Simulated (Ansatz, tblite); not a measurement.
# AlCl3: rung by rung, part 2 of 2

How do method and basis change the picture of AlCl3 (singlet)?

Ansatz 0.2.0, Gaussian basis; as each input shows. Earlier steps stand in the parts before.

## Step 18: r2SCAN-D4/def2-TZVPD

File in.yaml:

```yaml
crystal:
  periodic: [false, false, false]
  atoms:
    - {symbol: Al, position_ang: [-0.000016, -0.000010, 0.000006]}
    - {symbol: Cl, position_ang: [2.084253, -0.027714, 0.013160]}
    - {symbol: Cl, position_ang: [-1.018042, 1.818900, -0.017330]}
    - {symbol: Cl, position_ang: [-1.066195, -1.791186, 0.004164]}
basis:
  gaussian: {orbitals: def2-TZVPD, initial_orbitals: start.molden}
hamiltonian: {xc: r2scan, dispersion: d4}
scf: {omitted_lower_state_checks: [starts]}
output: {orbitals: {seedname: orbitals}}
```

Started as:

```
ansatz run in.yaml --threads 4 --pin off --events-out ev --progress --plain --max-ram 3916MiB
```

What it wrote:

```text
Functional definition: r2SCAN
  name "r2SCAN"
  cite "Furness, Kaplan, Ning, Perdew & Sun, J. Phys. Chem. Lett. 11, 8208 (2020) doi:10.1021/acs.jpclett.0c02405"
  cite "Furness, Kaplan, Ning, Perdew & Sun, J. Phys. Chem. Lett. 11, 9248 (2020) doi:10.1021/acs.jpclett.0c03077"
  parent r2scan
  parameter k0 = 0.174
  parameter k1 = 0.065
  parameter a1 = 4.9479
  exchange = r2scan_x(k0 = k0, k1 = k1, a1 = a1)
  correlation = r2scan_c
these checks for a lower state are left out or cut short: starts
1104 factors; their error is unknown
mean field evaluation 1: about -44169.0245 eV, gradient 1.2e1 eV
mean field evaluation 2: about -44169.0769 eV, gradient 1.1e-1 eV
mean field evaluation 4: about -44169.0643 eV, gradient 1.7e-4 eV
mean field -44169.06427366 eV, -1623.1831731898 hartree, gradient 9.2e-6 eV, S^2 0.000000; 0 other end points of the search recorded, 0 dependent functions left out
reference -44169.06429947 eV, -1623.1831741384 hartree; 32, 32 occupied and 149, 149 virtual orbitals, 1104 factors
Total energy: -44169.09525157 eV, -1623.1843116071 hartree
Checks for a lower state left out: starts
```

It took 2.7 s on 4 threads of Arm Neoverse V2, shared host.

From the report: HOMO -8.37 eV, LUMO -1.92 eV.

## Step 19: CCSD(T)/def2-TZVPP

Changes to in.yaml since step 18:

```diff
@@ -8,4 +8,4 @@
 basis:
-  gaussian: {orbitals: def2-TZVPD, initial_orbitals: start.molden}
-hamiltonian: {xc: r2scan, dispersion: d4}
+  gaussian: {orbitals: def2-TZVPP, initial_orbitals: start.molden}
+correlation: {method: ccsd_t}
 scf: {omitted_lower_state_checks: [starts]}
```

Launched as before.

What it wrote (excerpt; [...] marks lines left out):

```text
Functional definition: HF
  name "HF"
  cite "Fock, Z. Phys. 61, 126 (1930) doi:10.1007/BF01340294"
  parent pbe
[...]
1006 factors; integrals over basis functions are off by at most 1.1e-3 eV
[...]
mean field -44101.31034399 eV, -1620.6932621998 hartree, gradient 8.7e-7 eV, S^2 0.000000; 0 other end points of the search recorded, 0 dependent functions left out
20 core orbitals not correlated: weight in the atoms' cores, before any rotation towards them, 1.000 or more for the frozen orbitals, at most 0.000 for the correlated occupied ones
reference -44101.31034399 eV, -1620.6932621998 hartree; 12, 12 occupied and 136, 136 virtual orbitals, 1006 factors
second order -17.06834763 eV of doubles, -0.00000000 eV of singles
cycle   1  -17.99029332 eV  change   -9.2e-1 eV  update   7.2e-2
[...]
cycle   8  -18.37794294 eV  change   -1.9e-5 eV  update   1.6e-5
perturbative correction -0.78244913 eV, -0.0287544750 hartree
Total energy: -44120.47073606 eV, -1621.3973936209 hartree
Checks for a lower state left out: starts
```

Wall time 12 s (4 threads of Arm Neoverse V2, shared host); peak memory 1.2 GiB.

From the report: Hartree-Fock HOMO -12.69 eV, LUMO 1.73 eV; T1 0.008.

## Step 20: MP2/def2-TZVP

Changes to in.yaml since step 19:

```diff
@@ -8,4 +8,4 @@
 basis:
-  gaussian: {orbitals: def2-TZVPP, initial_orbitals: start.molden}
-correlation: {method: ccsd_t}
+  gaussian: {orbitals: def2-TZVP, initial_orbitals: start.molden}
+correlation: {method: mp2}
 scf: {omitted_lower_state_checks: [starts]}
```

Launched as before.

What it wrote:

```text
Functional definition: HF
  name "HF"
  cite "Fock, Z. Phys. 61, 126 (1930) doi:10.1007/BF01340294"
  parent pbe
  exchange = exact_x
  correlation = 0
these checks for a lower state are left out or cut short: starts
868 factors; integrals over basis functions are off by at most 1.0e-3 eV
mean field evaluation 1: about -44100.2154 eV, gradient 4.3e1 eV
mean field evaluation 2: about -44100.8728 eV, gradient 9.4e-1 eV
mean field evaluation 4: about -44101.3003 eV, gradient 1.6e-2 eV
mean field evaluation 8: about -44101.3009 eV, gradient 9.4e-7 eV
mean field -44101.30089340 eV, -1620.6929148969 hartree, gradient 3.6e-6 eV, S^2 0.000000; 0 other end points of the search recorded, 0 dependent functions left out
20 core orbitals not correlated: weight in the atoms' cores, before any rotation towards them, 1.000 or more for the frozen orbitals, at most 0.000 for the correlated occupied ones
reference -44101.30089340 eV, -1620.6929148969 hartree; 12, 12 occupied and 116, 116 virtual orbitals, 868 factors
second order -16.76754778 eV of doubles, -0.00000000 eV of singles
Total energy: -44118.06844117 eV, -1621.3091109122 hartree
Checks for a lower state left out: starts
```

It took 0.75 s on 4 threads of Arm Neoverse V2, shared host.

Report: Hartree-Fock HOMO -12.70 eV, LUMO 1.73 eV.

## Step 21: RPA/def2-TZVP

Changes to in.yaml since step 20:

```diff
@@ -9,4 +9,4 @@
   gaussian: {orbitals: def2-TZVP, initial_orbitals: start.molden}
-correlation: {method: mp2}
+hamiltonian: {xc: pbe}
+correlation: {method: rpa}
 scf: {omitted_lower_state_checks: [starts]}
-output: {orbitals: {seedname: orbitals}}
```

Same command.

What it wrote (excerpt; [...] marks lines left out):

```text
Functional definition: PBE
  name "PBE"
  cite "Perdew, Burke & Ernzerhof, Phys. Rev. Lett. 77, 3865 (1996) doi:10.1103/PhysRevLett.77.3865"
  parent pbe
[...]
868 factors; integrals over basis functions are off by at most 1.0e-3 eV
[...]
mean field -44152.98389386 eV, -1622.5922301318 hartree, gradient 2.7e-6 eV, S^2 0.000000; 0 other end points of the search recorded, 0 dependent functions left out
20 core orbitals not correlated: weight in the atoms' cores, before any rotation towards them, 1.000 or more for the frozen orbitals, at most 0.000 for the correlated occupied ones
reference -44100.04570582 eV, -1620.6467876042 hartree; 12, 12 occupied and 116, 116 virtual orbitals, 868 factors
Total energy: -44127.65170574 eV, -1621.6612893893 hartree
Checks for a lower state left out: starts
```

It took 1.4 s on 4 threads of Arm Neoverse V2, shared host.

## Step 22: Levels side by side

| level | functions | HOMO (eV) | LUMO (eV) | gap (eV) | time |
| --- | --- | --- | --- | --- | --- |
| HF/STO-3G | 36 | -11.12 | 5.50 | 16.62 | 0.1 s |
| HF/def2-TZVP | 148 | -12.70 | 1.73 | 14.43 | 0.7 s |
| LDA/def2-TZVP | 148 | -8.11 | -2.54 | 5.56 | 0.5 s |
| PBE-D4/def2-SVP | 72 | -7.77 | -2.02 | 5.74 | 0.4 s |
| PBE-D4/def2-TZVP | 148 | -7.96 | -2.24 | 5.72 | 0.75 s |
| PBE-D4/def2-TZVPD | 181 | -8.02 | -2.40 | 5.62 | 1.2 s |
| r2SCAN-D4/def2-TZVP | 148 | -8.34 | -1.80 | 6.53 | 1.9 s |
| r2SCAN-D4/def2-TZVPD | 181 | -8.37 | -1.92 | 6.44 | 2.7 s |
| B97M-V/def2-TZVP | 148 | -8.40 | -1.91 | 6.48 | 2.9 s |
| r2SCANh-D4/def2-TZVP | 148 | -8.85 | -1.53 | 7.32 | 2.3 s |
| PBE0-D4/def2-SVP | 72 | -9.25 | -1.21 | 8.04 | 0.55 s |
| PBE0-D4/def2-TZVP | 148 | -9.39 | -1.39 | 8.00 | 1.1 s |
| PBE0-D4/def2-TZVPD | 181 | -9.42 | -1.59 | 7.83 | 1.9 s |
| r2SCAN0-D4/def2-TZVP | 148 | -9.63 | -1.14 | 8.50 | 2.3 s |
| ωB97M-V/def2-TZVP | 148 | -11.62 | 0.39 | 12.01 | 4.2 s |

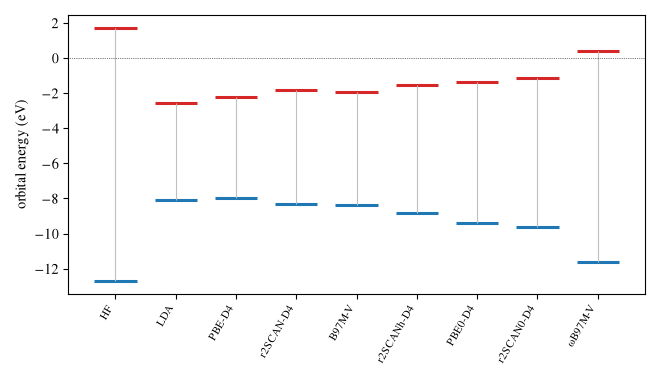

Highest filled (blue) and lowest empty (red) level in def2-TZVP.

Energy pieces by basis (eV):

| basis | HF | MP2 correlation | CCSD correlation | (T) | total |
| --- | --- | --- | --- | --- | --- |
| def2-TZVPP | -44101.3103 | -17.0683 | -18.3779 | -0.7824 | -44120.4707 |
| def2-TZVP | -44101.3009 | -16.7675 |  |  | -44118.0684 (MP2) |

## Step 23: Binding energy

Free atoms were run apart at each level; binding is atoms less cluster, divided by the number of atoms, without zero-point or spin-orbit terms.

Differences are taken before rounding.

| method | binding an atom (eV) | from CCSD(T)/def2-TZVPP (eV) | time |
| --- | --- | --- | --- |
| HF/STO-3G | 3.677 | +0.431 | 0.1 s |
| HF/def2-TZVP | 2.640 | -0.606 | 0.7 s |
| HF/def2-TZVPP | 2.642 | -0.604 |  |
| LDA/def2-TZVP | 3.728 | +0.482 | 0.5 s |
| PBE-D4/def2-SVP | 3.379 | +0.133 | 0.4 s |
| PBE-D4/def2-TZVP | 3.364 | +0.118 | 0.75 s |
| PBE-D4/def2-TZVPD | 3.357 | +0.110 | 1.2 s |
| r2SCAN-D4/def2-TZVP | 3.416 | +0.170 | 1.9 s |
| r2SCAN-D4/def2-TZVPD | 3.413 | +0.167 | 2.7 s |
| B97M-V/def2-TZVP | 3.448 | +0.202 | 2.9 s |
| r2SCANh-D4/def2-TZVP | 3.390 | +0.144 | 2.3 s |
| PBE0-D4/def2-SVP | 3.338 | +0.092 | 0.55 s |
| PBE0-D4/def2-TZVP | 3.340 | +0.094 | 1.1 s |
| PBE0-D4/def2-TZVPD | 3.336 | +0.090 | 1.9 s |
| r2SCAN0-D4/def2-TZVP | 3.353 | +0.107 | 2.3 s |
| ωB97M-V/def2-TZVP | 3.380 | +0.134 | 4.2 s |
| B2PLYP/def2-TZVP | 3.267 | +0.021 | 1.9 s |
| RPA/def2-TZVP | 2.929 | -0.317 | 1.4 s |
| MP2/def2-TZVP | 3.425 | +0.179 | 0.75 s |
| CCSD/def2-TZVPP | 3.176 | -0.070 |  |
| CCSD(T)/def2-TZVPP | 3.246 | 0 | 12 s |

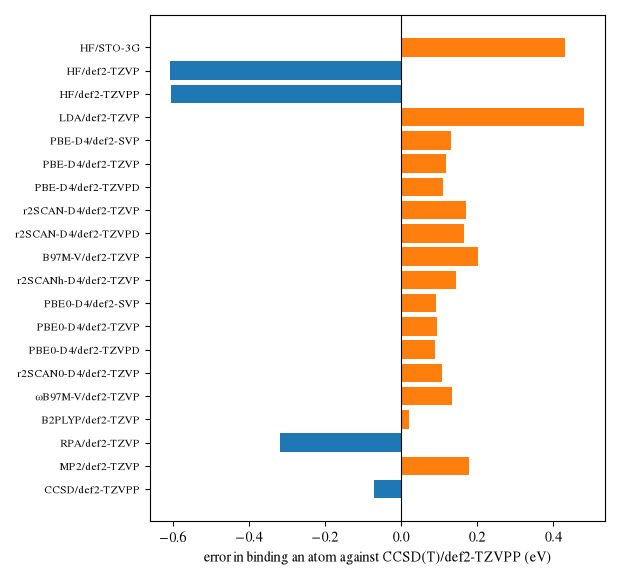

Deviations from CCSD(T)/def2-TZVPP, method by method.

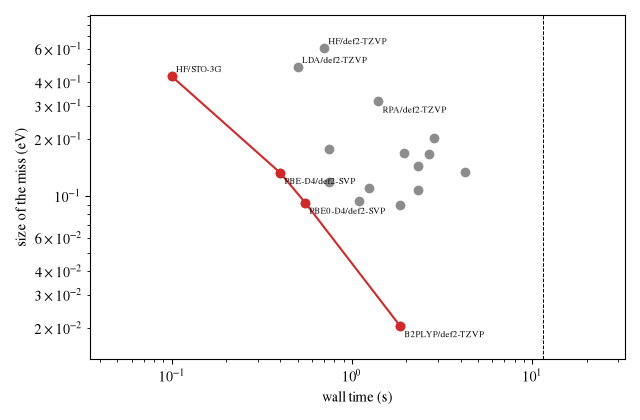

Miss against cost. Red marks the levels that no quicker level drawn beats (of those quicker than the yardstick), and the dashed line is the time of CCSD(T)/def2-TZVPP. Only those levels and the largest misses are named. Times are from a shared host.

## Step 24: Outcome

The summary covers parts 1 to 2.

```
                                                                  quantity                            value
gap in def2-TZVP, named functionals and Hartree-Fock, smallest and largest     5.56 eV (LDA), 14.43 eV (HF)
                                    correlation energy, CCSD(T)/def2-TZVPP                        -19.16 eV
                                         correlation energy, MP2/def2-TZVP                        -16.77 eV
                                       binding an atom, CCSD(T)/def2-TZVPP                         3.246 eV
                           PBE0 total energy, smallest basis above largest  15.31 eV (def2-SVP, def2-TZVPD)
```

In words: Orbital gaps of the named functionals and Hartree-Fock in def2-TZVP span 5.56 eV (LDA) to 14.43 eV (HF); exact exchange widens it. A small miss in a minimal or small basis is a cancelling of errors, not accuracy. The functionals in def2-TZVP miss CCSD(T)/def2-TZVPP by +0.021 (B2PLYP) to +0.482 eV (LDA) an atom. CCSD(T)/def2-TZVPP isn't at the basis-set limit; small misses against it rank nothing.

For cost: B2PLYP/def2-TZVP gets within 0.021 eV in 1.9 s, where CCSD(T)/def2-TZVPP took 12 s; the quickest level in the cost chart, HF/STO-3G, takes 0.1 s and misses by 0.431 eV. The slowest run with a step of its own, CCSD(T)/def2-TZVPP, took 12 s; the quickest functional in def2-TZVP took 0.5 s (shared host).
